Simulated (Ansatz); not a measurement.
# Phonon calculation, with input and output: CH$_{7}$BO$_{2}$Si$_{2}$

CH$_{7}$BO$_{2}$Si$_{2}$, computed with RKS PBE0-D4/def2-SVP (Ansatz 0.2.0).

It belongs to a series of runs on one base structure; here: vibrations at the highest image of the band. Figures and captions count atoms from 1; the log counts them from 0 in places.

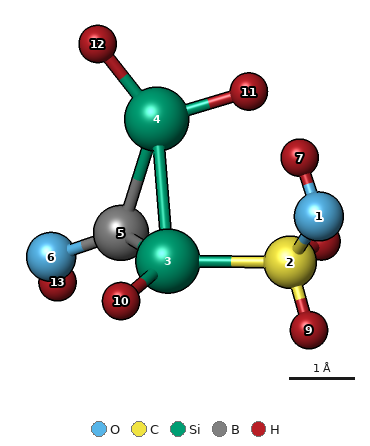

The structure as given in the input (ball-and-stick view, seen at a tilt; atoms are numbered from 1 in the order of the input).

Input
```yaml
crystal:
  periodic: [false, false, false]
  atoms:
    - { symbol: O, position_ang: [0.607695, -1.997835, 1.670471] }
    - { symbol: C, position_ang: [0.200634, -0.655937, 1.656126] }
    - { symbol: Si, position_ang: [0.903, 0.363889, 0.19703] }
    - { symbol: Si, position_ang: [-0.681964, -0.376173, -1.505067] }
    - { symbol: B, position_ang: [-0.336102, 1.482732, -0.863272] }
    - { symbol: O, position_ang: [-0.251079, 2.66339, -1.523037] }
    - { symbol: H, position_ang: [0.322297, -2.397269, 0.840425] }
    - { symbol: H, position_ang: [-0.9008, -0.531733, 1.686064] }
    - { symbol: H, position_ang: [0.58225, -0.190417, 2.581284] }
    - { symbol: H, position_ang: [2.398289, 0.42133, 0.208903] }
    - { symbol: H, position_ang: [-1.444661, -1.385066, -0.704161] }
    - { symbol: H, position_ang: [-0.545073, -0.822812, -2.925532] }
    - { symbol: H, position_ang: [-0.834186, 3.391002, -1.30443] }
basis:
  gaussian: { orbitals: def2-SVP }
hamiltonian:
  xc: pbe0
  dispersion: d4
phonons: {}
```

Machine: 2 threads of AMD EPYC (Zen 3), 16 GiB of memory available, shared host.

Run as:
```bash
ansatz run input.yaml --threads 2 --pin off --max-ram 3072MiB --backend cpu --events-out ev --progress --plain --runs-dir out
```

The program's output
```
Engine: ansatz 0.2.0, x86_64-unknown-linux-gnu
Functional definition: PBE0
  parameter a = 0.25
  parameter kappa = 0.804
  parameter beta = 0.06672455060314922
  exchange = (1 - a)*pbe_x(kappa = kappa, mu = beta*pi^2/3) + a*exact_x
  correlation = pbe_c(beta = beta)
1341 factors; integrals over basis functions are off by at most 4.6e-4 eV
mean field evaluation 1: about -21645.8224 eV, gradient 5.8e1 eV
mean field evaluation 2: about -21638.1938 eV, gradient 8.6e1 eV
mean field evaluation 4: about -21652.4092 eV, gradient 3.7e0 eV
mean field evaluation 8: about -21652.4702 eV, gradient 8.9e-2 eV
mean field evaluation 16: about -21652.4702 eV, gradient 6.4e-5 eV
mean field -21652.47023690 eV, -795.7136046344 hartree, gradient 6.4e-5 eV, S^2 0.000000; 0 other end points of the search recorded, 0 dependent functions left out
the calculation of the forces begins
reference -21652.47026585 eV, -795.7136056984 hartree; 31, 31 occupied and 96, 96 virtual orbitals, 1341 factors
these checks for a lower state are left out or cut short: stability, starts, cluster_reference, orbital_swaps, neighbouring_geometries, increment
1341 factors; integrals over basis functions are off by at most 4.6e-4 eV
mean field -21652.47016503 eV, -795.7136019935 hartree, gradient 2.0e-6 eV, S^2 0.000000; 0 other end points of the search recorded, 0 dependent functions left out
[... from here on the field's lines of each further geometry are left out, up to the last ...]
the calculation of the forces begins
reference -21652.47026129 eV, -795.7136055310 hartree; 31, 31 occupied and 96, 96 virtual orbitals, 1341 factors
these checks for a lower state are left out or cut short: stability, starts, cluster_reference, orbital_swaps, neighbouring_geometries, increment
1341 factors; integrals over basis functions are off by at most 4.6e-4 eV
mean field -21652.47022679 eV, -795.7136042631 hartree, gradient 2.6e-6 eV, S^2 0.000000; 0 other end points of the search recorded, 0 dependent functions left out
the calculation of the forces begins
reference -21652.47025575 eV, -795.7136053272 hartree; 31, 31 occupied and 96, 96 virtual orbitals, 1341 factors
WARN: phonons: modes at or below zero, which the zero-point energy, F, S and C_V leave out: 1, the lowest at -750.80 cm⁻¹. A minimum has none, and a first-order saddle one
Total energy: -21652.73975550 eV, -795.7235092604 hartree
Atom 0 at     0.607695    -1.997835     1.670471 Å, force    -0.014025     0.005977     0.002955 eV/Å
Atom 1 at     0.200634    -0.655937     1.656126 Å, force     0.008749    -0.012213    -0.003306 eV/Å
Atom 2 at     0.903000     0.363889     0.197030 Å, force     0.004718    -0.013312    -0.005265 eV/Å
Atom 3 at    -0.681964    -0.376173    -1.505067 Å, force    -0.002471    -0.005481     0.010004 eV/Å
Atom 4 at    -0.336102     1.482732    -0.863272 Å, force    -0.020147     0.006483    -0.005364 eV/Å
Atom 5 at    -0.251079     2.663390    -1.523037 Å, force     0.053909     0.013956    -0.005751 eV/Å
Atom 6 at     0.322297    -2.397269     0.840425 Å, force     0.005860     0.000566    -0.004100 eV/Å
Atom 7 at    -0.900800    -0.531733     1.686064 Å, force    -0.000180     0.002799     0.000424 eV/Å
Atom 8 at     0.582250    -0.190417     2.581284 Å, force     0.003964     0.002176     0.000870 eV/Å
Atom 9 at     2.398289     0.421330     0.208903 Å, force    -0.001694     0.003298     0.004571 eV/Å
Atom 10 at    -1.444661    -1.385066    -0.704161 Å, force    -0.000839     0.000999     0.003471 eV/Å
Atom 11 at    -0.545073    -0.822812    -2.925532 Å, force    -0.000447     0.003262    -0.000463 eV/Å
Atom 12 at    -0.834186     3.391002    -1.304430 Å, force    -0.037397    -0.008509     0.001955 eV/Å
Dipole moment:    -0.338413     0.418963    -0.053271 e Å
Vibrations: -750.80 49.93 76.26 127.78 208.93 267.81 282.11 329.38 359.27 420.39 447.81 495.37 536.65 566.12 632.69 673.98 681.58 713.75 832.85 901.70 1110.10 1161.32 1275.95 1360.17 1377.29 1447.89 2200.35 2208.69 2225.08 3008.40 3097.78 3852.97 3996.06 cm⁻¹, zero-point energy 2.289146 eV
```

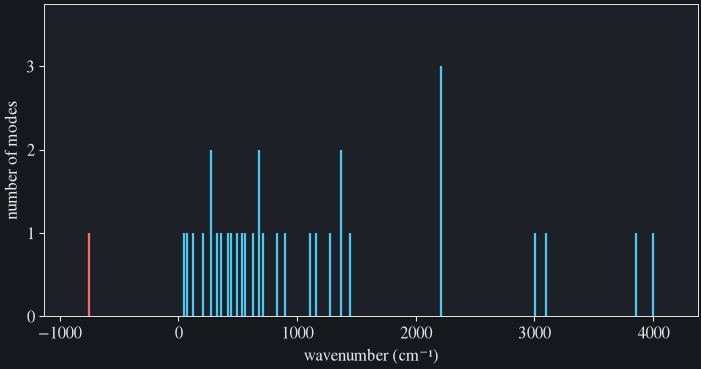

Harmonic vibrational wavenumbers from the force constants; neighbouring modes closer than 22 cm⁻¹ are counted in one stick, and imaginary ones are drawn at negative wavenumbers. 33 modes from 751i to 3996 cm⁻¹, 1 imaginary beyond 8i (751i cm⁻¹): a first-order saddle point, if the geometry is stationary.

Summary

```json
{"quantity": "outcome", "value": "converged"}
{"quantity": "total energy", "value": "−21652.7398 eV"}
{"quantity": "mean-field energy", "value": "−21652.4703 eV"}
{"quantity": "largest force (length of the vector)", "value": "0.056 eV/Å"}
{"quantity": "wall time", "value": "4.2 min (CPU time 8.2 min)"}
{"quantity": "peak memory", "value": "0.32 GiB"}
```
